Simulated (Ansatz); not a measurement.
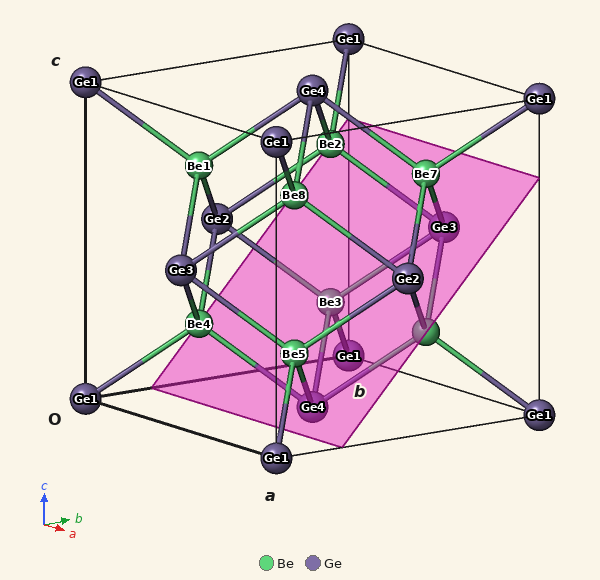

Crystal: Be₂Ge, coordinates from a relaxation with DFT PBE, scalar-relativistic, plane waves, PAW (Ansatz 0.2.0); the starting structure was generated, so it need not be a known form of this composition. The shaded plane is a symmetry element of the crystal. Geometry calculated from the standardised cell; symmetry tolerance 0.002 Å.

a = 5.373 Å, b = 5.373 Å, c = 5.373 Å, α = 90.00°, β = 90.00°, γ = 90.00°.

| atom | x | y | z |
| --- | --- | --- | --- |
| Be1 | 0.2500 | 0.2500 | 0.7500 |
| Be2 | 0.2500 | 0.7500 | 0.7500 |
| Ge1 | 0.0000 | 0.0000 | 0.0000 |
| Be3 | 0.2500 | 0.7500 | 0.2500 |
| Be4 | 0.2500 | 0.2500 | 0.2500 |
| Ge2 | 0.0000 | 0.5000 | 0.5000 |
| Be5 | 0.7500 | 0.2500 | 0.2500 |
| Be6 | 0.7500 | 0.7500 | 0.2500 |
| Ge3 | 0.5000 | 0.0000 | 0.5000 |
| Be7 | 0.7500 | 0.7500 | 0.7500 |
| Be8 | 0.7500 | 0.2500 | 0.7500 |
| Ge4 | 0.5000 | 0.5000 | 0.0000 |

Is it a mirror or a glide plane, and what is the operation?

It is a glide plane with glide vector (1/2, 1/4, 1/4), parallel to (0 1 −1), through (1/2, 5/8, 3/8): x, y, z → x+1/2, z+1/2, y.

Onto which atom does it carry each atom (up to whole multiples of a, b and c)?

Be1 → Be5, Be2 → Be8, Ge1 → Ge4, Be3 → Be7, Be4 → Be6, Ge2 → Ge3, Be5 → Be3, Be6 → Be2, Ge3 → Ge1, Be7 → Be1, Be8 → Be4, Ge4 → Ge2.

What is the crystal's space group?

No. 225, Fm-3m.
